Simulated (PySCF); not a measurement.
# One shape, several levels: C2H6OSSi (SMILES CC(=S)O[SiH3])

We compute a comparison of 6 runs (HF/STO-3G, HF/3-21G, B3LYP/6-31G*, PBE0/def2-SVP, CCSD(T)/STO-3G) of C2H6OSSi. 

Program for the calculation: PySCF 2.14.0.

## Step 1: Starting point

C2H6OSSi has 11 atoms, charge 0, and is taken as a singlet. SMILES: `CC(=S)O[SiH3]`. Geometry: relaxed at GFN2-xTB. This is one conformer, not always the lowest.

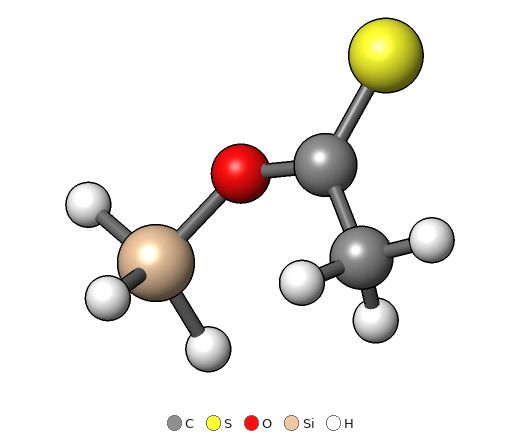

Viewed from a chosen angle; carbon grey, sulfur yellow, oxygen red, silicon light orange, hydrogen white.

## Step 2: Energy and gradient at HF/STO-3G (run 1)

File run.py:

```python
from pyscf import gto

system = gto.M(
    atom='''
C    0.533710  -0.638860  -1.252070
C   -0.213020   0.624590  -0.983620
S   -0.629700   1.663890  -2.161890
O   -0.538990   0.892150   0.264660
Si  -0.355400   0.198740   1.740400
H    0.735150  -0.737550  -2.314300
H    1.472790  -0.633400  -0.697860
H   -0.052790  -1.490930  -0.907180
H   -1.027950   1.188790   2.559720
H    1.072340   0.048770   2.020840
H   -0.996150  -1.116200   1.731300
''',
    max_memory=1860,
    basis='sto-3g',
    verbose=3,
)

calc0 = system.RHF()
calc0.conv_tol = 1e-10
calc0.kernel()
if not calc0.converged:
    calc0 = calc0.newton().run(calc0.mo_coeff, calc0.mo_occ)

e_final = calc0.e_tot
print(f'total energy: {e_final:.8f} hartree')
grad = calc0.nuc_grad_method().kernel()
calc0.analyze()
```

Run with:

```sh
$ OMP_NUM_THREADS=1 python run.py
```

Standard output:

```text
converged SCF energy = -830.904461705966
[... 13 lines left out ...]
MO #4   energy= -11.0954063618811  occ= 2
[... 6 lines left out ...]
MO #11  energy= -4.0497560319706   occ= 2
[... 6 lines left out ...]
MO #18  energy= -0.641319815028139 occ= 2
[... 6 lines left out ...]
MO #25  energy= -0.41857335981671  occ= 2
[... 6 lines left out ...]
MO #32  energy= 0.553137895585569  occ= 0
[... 6 lines left out ...]
MO #39  energy= 0.896982459845329  occ= 0
[... 12 lines left out ...]
Dipole moment(X, Y, Z, Debye):  0.98734, -2.48150,  2.89623
```

Wall time 2.9 s (1 thread of Intel Xeon at 2.70GHz, shared host); peak memory 0.12 GiB.

## Step 3: Energy and forces at HF/3-21G (run 2)

File input.py:

```python
from pyscf import gto

molecule = gto.M(
    atom='''
C      0.533710    -0.638860    -1.252070
C     -0.213020     0.624590    -0.983620
S     -0.629700     1.663890    -2.161890
O     -0.538990     0.892150     0.264660
Si    -0.355400     0.198740     1.740400
H      0.735150    -0.737550    -2.314300
H      1.472790    -0.633400    -0.697860
H     -0.052790    -1.490930    -0.907180
H     -1.027950     1.188790     2.559720
H      1.072340     0.048770     2.020840
H     -0.996150    -1.116200     1.731300
''',
    basis='3-21g',
    spin=0,
    charge=0,
    max_memory=1860,
    verbose=3,
)

calc0 = molecule.RHF()
calc0.conv_tol = 1e-10
calc0.kernel()
if not calc0.converged:
    calc0 = calc0.newton().run(calc0.mo_coeff, calc0.mo_occ)

energy = calc0.e_tot
print('Final energy', energy)
grad = calc0.nuc_grad_method().kernel()
calc0.analyze()
```

Run with:

```sh
$ OMP_NUM_THREADS=1 python input.py
```

Standard output:

```text
converged SCF energy = -836.203336448251
[... 19 lines left out ...]
MO #10  energy= -6.16661690523589  occ= 2
[... 10 lines left out ...]
MO #21  energy= -0.629081182051193 occ= 2
[... 10 lines left out ...]
MO #32  energy= 0.215304878180393  occ= 0
[... 10 lines left out ...]
MO #43  energy= 0.625442501483595  occ= 0
[... 10 lines left out ...]
MO #54  energy= 1.27003594115851   occ= 0
[... 10 lines left out ...]
MO #65  energy= 3.37059635651946   occ= 0
[... 12 lines left out ...]
Dipole moment(X, Y, Z, Debye):  1.71790, -3.92524,  3.46582
```

Run time: 4.2 s. Hardware: 1 thread of Intel Xeon at 2.70GHz, shared host; peak memory 0.14 GiB.

Runs 3 to 5 aren't shown in full; the table further down has their settings and results.

## Step 4: A single-point energy at CCSD(T)/STO-3G (run 6)

File run.py:

```python
from pyscf import gto, scf, cc

system = gto.M(
    atom='''
C      1.008566    -1.207270    -2.366069
C     -0.402549     1.180304    -1.858772
S     -1.189961     3.144296    -4.085380
O     -1.018543     1.685919     0.500135
Si    -0.671609     0.375564     3.288879
H      1.389232    -1.393768    -4.373393
H      2.783170    -1.196953    -1.318764
H     -0.099759    -2.817449    -1.714322
H     -1.942544     2.246488     4.837170
H      2.026429     0.092162     3.818834
H     -1.882451    -2.109312     3.271683
''',
    spin=0,
    verbose=3,
    unit='bohr',
    basis='sto-3g',
    max_memory=1860,
)

mf = scf.RHF(system)
mf.conv_tol = 1e-10
mf.kernel()
if not mf.converged:
    mf = mf.newton().run(mf.mo_coeff, mf.mo_occ)

mycc = cc.CCSD(mf, frozen=13)
mycc.kernel()
e_t = mycc.ccsd_t()
e_tot = mycc.e_tot + e_t
print('E(%s) = %.9f' % ('CCSD(T)', e_tot))
mf.analyze()
```

Run with:

```sh
$ OMP_NUM_THREADS=1 python run.py
```

Standard output:

```text
converged SCF energy = -830.904461654451
[... 7 lines left out ...]
MO #4   energy= -11.0954063986857  occ= 2
[... 6 lines left out ...]
MO #11  energy= -4.04975605196122  occ= 2
[... 6 lines left out ...]
MO #18  energy= -0.641319871189667 occ= 2
[... 6 lines left out ...]
MO #25  energy= -0.418573357269917 occ= 2
[... 6 lines left out ...]
MO #32  energy= 0.553137947660152  occ= 0
[... 6 lines left out ...]
MO #39  energy= 0.896982627974861  occ= 0
[... 12 lines left out ...]
Dipole moment(X, Y, Z, Debye):  0.98734, -2.48150,  2.89623
```

Wall time 2.3 s (1 thread of Intel Xeon at 2.70GHz, shared host); peak memory 0.12 GiB.

## Step 5: The series

```
run                               level  integration grid  Cartesian functions  energy (Eh)  dipole moment (D) of the reference  HOMO energy (eV)  LUMO energy (eV)  wall time
  1                           HF/STO-3G                 –                   no  -830.904462                                3.94             -5.40              7.01      2.9 s
  2                            HF/3-21G                 –                   no  -836.203336                                5.51             -8.98              2.57      4.2 s
  3  B3LYP/6-31G* (spherical functions)                 5                   no  -842.732610                                4.36             -5.88             -1.40       49 s
  4  B3LYP/6-31G* (Cartesian functions)                 5                  yes  -842.739652                                4.36             -5.88             -1.40       49 s
  5                       PBE0/def2-SVP                 5                   no  -841.965443                                4.06             -6.13             -1.23       47 s
  6                      CCSD(T)/STO-3G                 –                   no  -831.190937                                3.94             -5.40              7.01      2.3 s
```

## Step 6: Summary of results

```
                                           quantity          value
                                run 6: total energy  -831.19094 Eh
        run 6: dipole moment (Hartree–Fock density)         3.94 D
         run 6: HOMO energy (Hartree–Fock orbitals)       -5.40 eV
         run 6: LUMO energy (Hartree–Fock orbitals)        7.01 eV
       run 6: HOMO–LUMO gap (Hartree–Fock orbitals)       12.40 eV
run 6: correlation energy (13 core orbitals frozen)     -286.5 mEh
                              run 6: (T) correction      -7.59 mEh
                               run 6: T1 diagnostic          0.013
```

Over runs 1, 2, 3, 4, 5 the dipole moment (its size) runs from 3.94 D (HF/STO-3G) to 5.51 D (HF/3-21G). Over runs 1, 2, 3, 4, 5 the HOMO–LUMO gap runs from 4.47 eV (B3LYP/6-31G*) to 12.40 eV (HF/STO-3G). The two ends differ in method and basis. Totals of different functionals can't be ranked against each other. In runs 1, 6 the basis is minimal, so the values are rough. All runs together took 2.6 min, the longest 49 s.
